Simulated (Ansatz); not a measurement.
# S2F2 (Difluorodisulfane): CCSD(T)/6-311+G(d,p)

Aim: the vertical ionisation energy of S2F2 (Difluorodisulfane) at CCSD(T)/6-311+G**, from 2 runs. 

The results are computed with Ansatz 0.2.0.

35 further runs of the same task are left out: 35 set aside as unsound or not needed.

## (1) Starting point

S2F2 has 4 atoms, charge 0, and is taken as a singlet. As SMILES, `FSSF`. The coordinates come from a PBE0-D4/def2-TZVP relaxation.

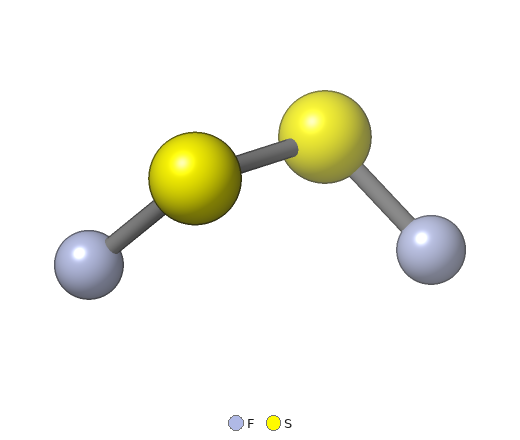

The structure, seen from a chosen angle (fluorine light blue, sulfur yellow).

## (2) The energy at CCSD(T)/6-311+G(d,p)

File job.yaml:

```yaml
crystal:
  periodic: [false, false, false]
  atoms:
    - {symbol: F, position_ang: [-1.783750, -0.199930, -0.621590]}
    - {symbol: S, position_ang: [-0.467670, 0.764150, -0.632370]}
    - {symbol: S, position_ang: [1.044990, -0.276390, -0.184720]}
    - {symbol: F, position_ang: [1.206410, -0.287820, 1.438680]}
basis:
  gaussian: {orbitals: 6-311+G_st__st_-spherical.json}
total_charge: 0
accuracy: high
correlation: {method: ccsd_t, frozen_orbitals: {F: 1, S: 5}}
scf: {omitted_lower_state_checks: [cluster_reference, increment]}
```

The basis set 6-311+G** is read from a file made from the Basis Set Exchange's data (not shown).

Started as:

```
ansatz run job.yaml --threads 1 --pin off --max-ram 3480MiB --events-out events.jsonl --progress --plain --runs-dir runs
```

What it wrote, cut to the lines that bear on the results:

```text
Warning: RAYON_NUM_THREADS=1 ignored (pool sized by the plan → 1); use --threads N
Functional definition: HF
  name "HF"
[...]
1776 factors; integrals over basis functions are off by at most 3.8e-9 eV
[...]
mean field -27046.09516198 eV, -993.9256647011 hartree, gradient 1.1e-8 eV, S^2 0.000000; 0 other end points of the search recorded, 0 dependent functions left out
12 core orbitals not correlated: weight in the atoms' cores, before any rotation towards them, 1.000 or more for the frozen orbitals, at most 0.000 for the correlated occupied ones
reference -27046.09516198 eV, -993.9256647011 hartree; 13, 13 occupied and 79, 79 virtual orbitals, 1776 factors
second order -18.52530789 eV of doubles, -0.00000000 eV of singles
cycle   1  -18.38028500 eV  change    1.5e-1 eV  update   1.2e-1
[...]
cycle  24  -19.06753683 eV  change  -6.3e-10 eV  update   1.4e-9
perturbative correction -0.65370903 eV, -0.0240233638 hartree
Total energy: -27065.81640784 eV, -994.6504071189 hartree
Checks for a lower state left out: cluster_reference, increment
```

Wall time 17 s (1 thread of Arm Neoverse V1, shared host); peak memory 0.54 GiB.

## (3) The doublet cation

File in.yaml:

```yaml
basis:
  gaussian:
    orbitals: 6-311+G_st__st_-spherical.json
crystal:
  periodic: [false, false, false]
  atoms:
    - symbol: F
      position_ang: [-1.783750, -0.199930, -0.621590]
    - symbol: S
      position_ang: [-0.467670, 0.764150, -0.632370]
    - symbol: S
      position_ang: [1.044990, -0.276390, -0.184720]
    - symbol: F
      position_ang: [1.206410, -0.287820, 1.438680]
total_charge: 1
magnetization:
  spin_polarized: true
  initial_magnetization: 1
correlation:
  method: ccsd_t
  frozen_orbitals: {F: 1, S: 5}
accuracy: high
scf:
  omitted_lower_state_checks: [cluster_reference, increment]
```

The basis set 6-311+G** is read from a file made from the Basis Set Exchange's data (not shown).

Started as:

```
ansatz run in.yaml --threads 1 --pin off --max-ram 3480MiB --events-out events.jsonl --progress --plain --runs-dir runs
```

What it wrote, cut to the lines that bear on the results:

```text
Warning: RAYON_NUM_THREADS=1 ignored (pool sized by the plan → 1); use --threads N
[... 2 set-up lines as earlier in the session ...]
[...]
1776 factors; integrals over basis functions are off by at most 3.7e-9 eV
[...]
mean field -27035.46565107 eV, -993.5350373800 hartree, gradient 2.1e-8 eV, S^2 0.781618; 9 other end points of the search recorded, 0 dependent functions left out
12 core orbitals not correlated: weight in the atoms' cores, before any rotation towards them, 1.000 or more for the frozen orbitals, at most 0.000 for the correlated occupied ones
reference -27035.46565107 eV, -993.5350373800 hartree; 13, 12 occupied and 79, 80 virtual orbitals, 1776 factors
second order -18.16196209 eV of doubles, -0.00000000 eV of singles
cycle   1  -17.96834233 eV  change    1.9e-1 eV  update   1.4e-1
[...]
cycle  39  -18.83008766 eV  change   3.5e-10 eV  update  9.3e-10
perturbative correction -0.73988801 eV, -0.0271903829 hartree
Total energy: -27055.03562674 eV, -994.2542207210 hartree
Checks for a lower state left out: cluster_reference, increment
```

It took 2.7 min on 1 thread of Arm Neoverse V1, shared host; peak memory 1.4 GiB.

## (4) What came out

Level: CCSD(T)/6-311+G**, 12 core orbitals frozen.

```
                                                    quantity          value
                                  singlet S2F2: total energy  -994.65041 Eh
  singlet S2F2: correlation energy (12 core orbitals frozen)     -724.7 mEh
                                singlet S2F2: (T) correction     -24.02 mEh
                                 singlet S2F2: T1 diagnostic          0.020
                                doublet cation: total energy  -994.25422 Eh
doublet cation: correlation energy (12 core orbitals frozen)     -719.2 mEh
                              doublet cation: (T) correction     -27.19 mEh
           doublet cation: ⟨S²⟩ of the reference determinant          0.782
                               doublet cation: T1 diagnostic          0.056
          vertical ionisation energy (to the doublet cation)      10.781 eV
```

What this shows: The vertical ionisation energy comes to 10.78 eV (1040 kJ/mol). The triples (singlet S2F2) make up 3.3 % of the correlation energy. The T1 diagnostic (doublet cation) of 0.056 is above the customary mark for such species, so a single reference may not serve. The triples (doublet cation) make up 3.8 % of the correlation energy.
